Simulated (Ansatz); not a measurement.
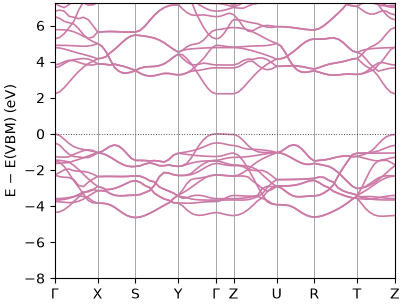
Fig. 1. Band structure from r²SCAN+D4 in the plane-wave PAW code Ansatz

The gap is 2.22 eV; an edge lies off the plotted path or next to a special point (maximum at Γ, minimum on the Γ–Z line, 2 % of the way from Γ).

Which of these materials gives this?
A. LiV2O5, Pmmn (Pearson symbol oP16)
B. CrBrO, Pmmn (Cr on 2a, Br on 2b, O on 2b)
C. TiNCl, Pmmn (Ti on 2b, N on 2a, Cl on 2a)
D. ZrBrN, Pmmn (Zr on 2b, Br on 2a, N on 2a)

D, ZrBrN, Pmmn (Zr on 2b, Br on 2a, N on 2a)

The first step of the workflow began from a Materials Project structure, measured or hypothetical; the Crystallography Open Database files this formula in space group No. 59, but the cells were not matched. Whether it is the stable phase at ambient conditions was not checked. The r²SCAN+D4 relaxation kept the symmetry of its start; whether a distortion lowers the energy is not shown. The run is not spin-polarised. Scalar-relativistic: spin–orbit coupling is off unless named, which matters more the heavier the elements.

Potentials: the later of the program's two PAW sets.
